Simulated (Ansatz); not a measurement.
## Electronic structure of C18H14S2 in real space

The calculation's input:

```
crystal:
  periodic: [false, false, false]
  atoms:
    - {symbol: S, position_ang: [7.530936, -0.343277, -0.130681]}
    - {symbol: C, position_ang: [5.763107, -0.214221, -0.064204]}
    - {symbol: C, position_ang: [5.003540, -1.313321, -0.519108]}
    - {symbol: C, position_ang: [3.607200, -1.265947, -0.494203]}
    - {symbol: C, position_ang: [2.912075, -0.131278, -0.016288]}
    - {symbol: C, position_ang: [1.432207, -0.086160, 0.006702]}
    - {symbol: C, position_ang: [0.661539, -0.736597, -0.984171]}
    - {symbol: C, position_ang: [-0.735073, -0.690693, -0.964933]}
    - {symbol: C, position_ang: [-1.434043, 0.007883, 0.046126]}
    - {symbol: C, position_ang: [-2.913747, 0.060062, 0.064394]}
    - {symbol: C, position_ang: [-3.663194, 0.075255, -1.133488]}
    - {symbol: C, position_ang: [-5.060584, 0.128240, -1.124183]}
    - {symbol: C, position_ang: [-5.764276, 0.165000, 0.097275]}
    - {symbol: S, position_ang: [-7.533474, 0.235234, 0.203407]}
    - {symbol: C, position_ang: [-5.030858, 0.149516, 1.302996]}
    - {symbol: C, position_ang: [-3.634584, 0.099286, 1.280103]}
    - {symbol: C, position_ang: [-0.663408, 0.656505, 1.038216]}
    - {symbol: C, position_ang: [0.733209, 0.610871, 1.018798]}
    - {symbol: C, position_ang: [3.687475, 0.959937, 0.436305]}
    - {symbol: C, position_ang: [5.085314, 0.926313, 0.413630]}
    - {symbol: H, position_ang: [7.793387, 0.886484, 0.391593]}
    - {symbol: H, position_ang: [5.513003, -2.217241, -0.885983]}
    - {symbol: H, position_ang: [3.039749, -2.146814, -0.829281]}
    - {symbol: H, position_ang: [1.169814, -1.274908, -1.798305]}
    - {symbol: H, position_ang: [-1.300436, -1.225434, -1.743000]}
    - {symbol: H, position_ang: [-3.138914, 0.073436, -2.100749]}
    - {symbol: H, position_ang: [-5.608989, 0.151721, -2.078246]}
    - {symbol: H, position_ang: [-7.767427, 0.220861, -1.137869]}
    - {symbol: H, position_ang: [-5.561130, 0.167059, 2.267196]}
    - {symbol: H, position_ang: [-3.088705, 0.060685, 2.234504]}
    - {symbol: H, position_ang: [-1.170968, 1.225055, 1.831985]}
    - {symbol: H, position_ang: [1.297808, 1.113025, 1.818826]}
    - {symbol: H, position_ang: [3.184599, 1.872475, 0.789809]}
    - {symbol: H, position_ang: [5.654838, 1.800998, 0.762849]}
basis:
  gaussian: {orbitals: def2-TZVP, fitting: {mean_field: def2-universal-jkfit}, initial_orbitals: start.molden}
hamiltonian: {xc: pbe0, dispersion: d4}
scf: {omitted_lower_state_checks: [starts]}
output: {orbitals: {seedname: orbitals}}
```

Command:

```sh
ansatz run in.yaml --threads 2 --pin off --events-out ev --progress --plain --max-ram 32768MiB --backend cuda --devices 0, --max-vram 18GiB
```

Geometry: PBE-D4/def2-SVP.

Method: RKS PBE0-D4/def2-TZVP in Ansatz.

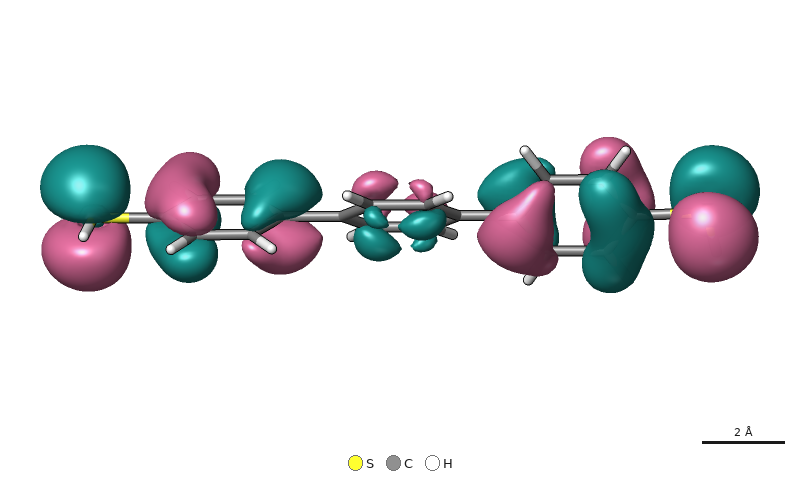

Figure 1. The HOMO−1 at ±0.06 Å⁻³ᐟ² (teal and pink are the two phases), seen from one side.

What is the character of this orbital?

Answer. It lies mainly on S1 (about 20 %), S14 (about 20 %), C10 (about 5 %) and C5 (about 5 %). Its energy is −6.45 eV.

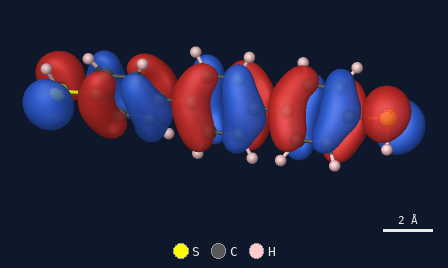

Figure 2. The HOMO at ±0.05 Å⁻³ᐟ² (blue and red are the two phases), seen at a tilt.

What is the character of this orbital?

Answer. No atom holds more than about 15 % of it (Hirshfeld); by element the shares are C 75 % and S 25 %. Its energy is −5.87 eV.
